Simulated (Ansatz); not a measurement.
**CH4GeOS: rigid torsion scan**

A script is to give a rigid torsion scan; the system is CH4GeOS. SMILES: O=[C](S)[GeH3].

Program: Ansatz 0.2.0, driven from Python. Level of theory: Hartree-Fock/def2-SVP. These are calculated values, not measurements.

## Step 1: The system

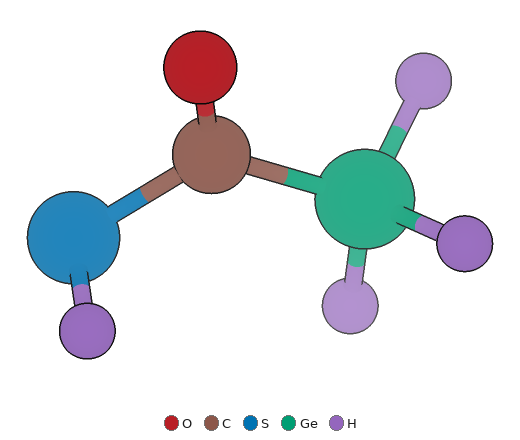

The starting structure, viewed from a chosen angle; oxygen red, carbon brown, sulfur blue, germanium teal, hydrogen purple.

The script holds or builds the structure itself.

## Step 2: The script

The input, ch4geos_torsion.py:

```python
"""Energy of CH4GeOS as one group turns about a bond."""

from dataclasses import dataclass
import warnings

import ansatz as az
from ase import Atoms


@dataclass(frozen=True)
class Options:
    basis_set: str = "def2-SVP"
    xc: str = "hf"
    fmax: float = 0.02


opts = Options()


def main() -> None:
    warnings.simplefilter("ignore", az.DeckWarning)

    atoms = Atoms(["O", "C", "S", "Ge", "H", "H", "H", "H"], positions=[
        (0.685, -0.763, 1.7343),
        (0.6165, -0.3322, 0.5659),
        (2.1188, 0.0873, -0.2733),
        (-0.9752, -0.1519, -0.3697),
        (2.0757, 1.4206, 0.1396),
        (-1.9586, 0.8605, 0.3817),
        (-0.7624, 0.3502, -1.8025),
        (-1.7077, -1.5286, -0.4319),
    ])

    # start the scan from a relaxed geometry
    first = (
        az.Crystal.molecule_from_ase(atoms).calculation()
        .basis(gaussian=opts.basis_set)
        .functional(opts.xc)
        .relax(force_tolerance=opts.fmax, max_steps=80)
    )
    atoms.positions = first.run(threads=1, backend="cpu").report["positions_ang"]

    start = atoms.get_dihedral(0, 1, 2, 4)
    energies = {}
    for turn in range(0, 360, 40):
        turned = atoms.copy()
        turned.set_dihedral(0, 1, 2, 4, start + turn, indices=[2, 4])
        calc = az.Crystal.molecule_from_ase(turned).calculation()
        calc = calc.basis(gaussian=opts.basis_set)
        calc = calc.functional(opts.xc)
        energies[round((start + turn) % 360)] = calc.run(threads=1, backend="cpu").report["free_energy_ev"]
    floor = min(energies.values())
    print("dihedral O0-C1-S2-H4 (deg)   E - E(min) (kcal/mol)")
    for angle, e in sorted(energies.items()):
        print(f"{angle:8d} {23.060548 * (e - floor):14.3f}  " + "#" * int(30 * (e - floor) / max(max(energies.values()) - floor, 1e-9)))


if __name__ == "__main__":
    main()
```

## Step 3: The run

Started as:

```sh
$ python ch4geos_torsion.py
```

**Question.** What results will this script give? Wanted: range of energy; lowest point, turn.

As calculated:

| quantity | value |
| --- | --- |
| runs compared | 9 |
| range of energy | 0.373 eV |
| lowest point, turn (°) | 200 |

What this shows: The lowest point lies at a turn of 200°, the highest 0.373 eV (36.0 kJ/mol) above it at 80°. The grid can miss the true lowest and highest points, and the rest of the molecule is held rigid. Run 0: After 24 moves the largest shift is 1.113 Å, of atom 5 (H). So large a move can change the bonding: the results belong to the relaxed structure. The scan is rigid and the energies are electronic, in a modest basis. With rigid groups the curve can differ much from the relaxed path, the start wasn't checked as a minimum of this torsion, and equivalent turns needn't return to the same energy.
